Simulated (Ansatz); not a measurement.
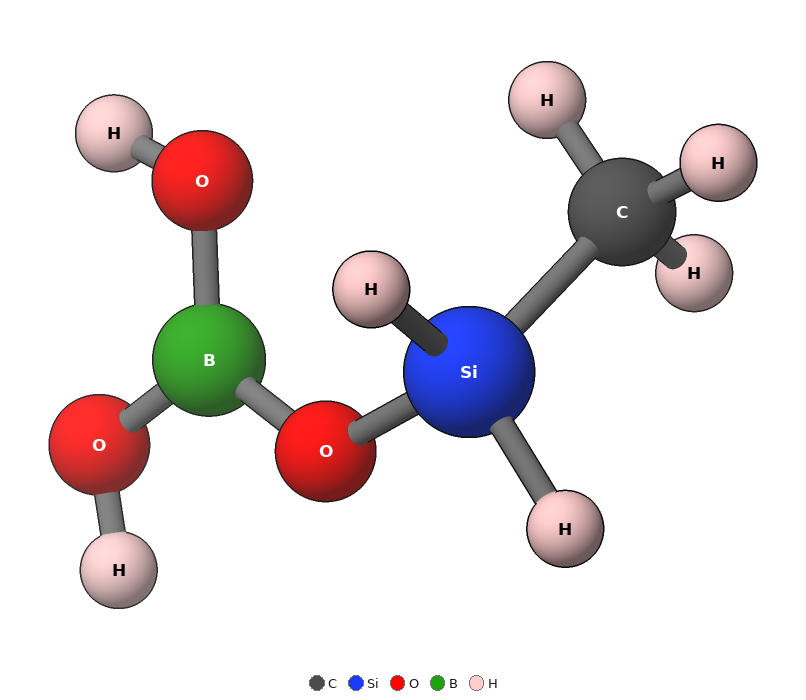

The computed structure is the end point of a PBE-D4/def2-SVP optimisation. No frequency run is at hand to confirm it as a minimum. Level of theory: RKS PBE-D4/def2-SVP (Ansatz 0.2.0).

Estimate the dipole moment.

Answer. 0.74 D.

Give the dispersion correction at this level.

Answer. −25.3 kJ/mol.
